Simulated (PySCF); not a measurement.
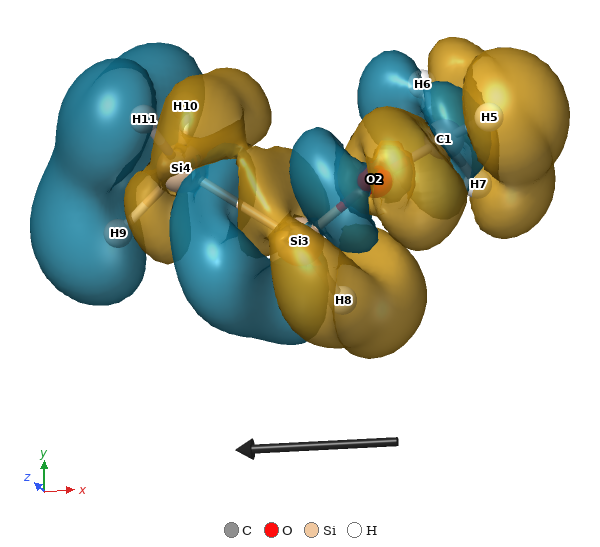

CH₇OSi₂, doublet, SMILES `CO[SiH][SiH3]`. Change of the electron density in a uniform field of 0.26 V/Å along −x (arrow), surfaces at ±0.001 e/Å³ (yellow: gain, teal: loss).

Method: PBE/def2-SVPD; geometry: GFN2-xTB; program: PySCF. No frequency check shows the geometry to be a minimum. The stability of the open-shell solution wasn't checked. GFN2-xTB doesn't know the spin state, so this open-shell geometry is rough.

Input script:

```python
import numpy as np
from pyscf import gto, scf, dft
from pyscf.scf import atom_ks, atom_hf
from scipy.linalg import block_diag

def solve(mol, dm0=None, hcore=None):
    mf = (dft.UKS if mol.spin else dft.RKS)(mol, xc='pbe')
    mf.grids.level = 3
    mf = mf.density_fit(auxbasis='def2-universal-jkfit')
    mf.conv_tol, mf.max_cycle = 1e-8, 80
    if hcore is not None:
        mf.get_hcore = lambda *args: hcore
    mf.kernel(dm0)
    if not mf.converged:
        mf = mf.newton().run(mf.mo_coeff, mf.mo_occ, max_cycle=30)
    assert mf.converged, 'SCF not converged'
    return mf

mol = gto.M(atom='''
C      2.29132     0.68257    -0.22229
O      1.35743    -0.05609     0.50493
Si     0.03645    -0.87178     0.00188
Si    -1.86232     0.39306    -0.02111
H      3.15964     0.85678     0.41435
H      1.86663     1.64534    -0.52132
H      2.60639     0.14391    -1.11956
H      0.41891    -1.55984    -1.25011
H     -2.95847    -0.50552    -0.39577
H     -2.00541     1.57427    -0.89420
H     -2.13298     0.90036     1.33007
''', basis='def2-svpd', charge=0, spin=1, verbose=4)
field = np.array([-0.005, -0.0, -0.0])  # atomic units
mol.set_common_orig(mol.atom_charges() @ mol.atom_coords() / mol.atom_charges().sum())
mf = solve(mol)
out = dict(dm0=mf.make_rdm1(), d0=mf.dip_moment(unit='AU'), e0=mf.e_tot)
for name, sign in (('p', 1), ('m', -1)):
    h = mf.get_hcore() + sign * np.einsum('x,xij->ij', field, mol.intor('int1e_r'))
    mi = solve(mol, mf.make_rdm1(), h)
    out.update({'dm' + name: mi.make_rdm1(), 'd' + name: mi.dip_moment(unit='AU'), 'e' + name: mi.e_tot})
# spherically averaged free atoms, for the promolecule
atm = atom_ks.get_atm_nrks(mol, xc='pbe')
pro = block_diag(*[(atm[a[0]][2] * atm[a[0]][3]) @ atm[a[0]][2].T for a in mol._atom])
np.savez('result.npz', pro=pro, **out)
```

Launched as:

```sh
OMP_NUM_THREADS=1 python input.py
```

The run took 81 s on 1 thread of Arm Neoverse V2, with other jobs on the host, peak memory 0.57 GiB.

Partitions, critical points and surface values were worked out afterwards from this run's density.

Q: What dipole is induced, and what polarisability does it imply?

A: The induced dipole is 1.23 D (along the field); α along this axis, from the fields in both directions, is 97 bohr³ (14.4 Å³).

Q: Which atoms gain and lose the most charge?

A: Electrons gather most on H5 (Hirshfeld charge changes by −0.011 e) and leave H9 most (+0.014 e); 0.091 electrons are displaced in all.
